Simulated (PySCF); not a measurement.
Molecule: SMILES C([SiH2]c1ccco1)O (C5H8O2Si). Atoms near the plane z = 0.8 Å, at the GFN2-xTB optimised geometry (x, y, z in Å): O1 (3.4, -1.6, -0.1), C2 (2.0, -1.6, -0.1), Si3 (1.4, 0.3, 0.0), C4 (-0.5, 0.3, 0.0), C5 (-1.5, -0.7, 0.0), C6 (-2.7, -0.1, 0.0), C7 (-2.5, 1.2, 0.0), O8 (-1.1, 1.5, 0.0), H11 (1.7, -2.1, 0.8), H12 (1.9, 0.9, 1.2), H14 (-1.3, -1.8, 0.0), H15 (-3.7, -0.5, 0.0), H16 (-3.1, 2.1, 0.0).

Method: PBE0/def2-TZVP (PySCF). The values are rescaled to run from 0 to 1.

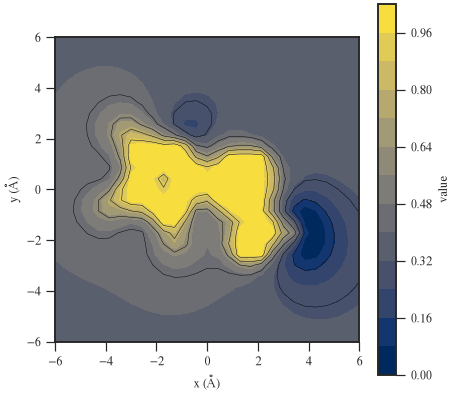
a field on the plane z = 0.8 Å.

### Question
Which quantity is mapped?
A) electrostatic potential
B) Laplacian of the electron density
C) log10 of the electron density
D) deformation density (molecule minus spherical neutral atoms)

### Answer
A, electrostatic potential. In full: electrostatic potential (hartree/e), clipped to [-0.08, 0.12].
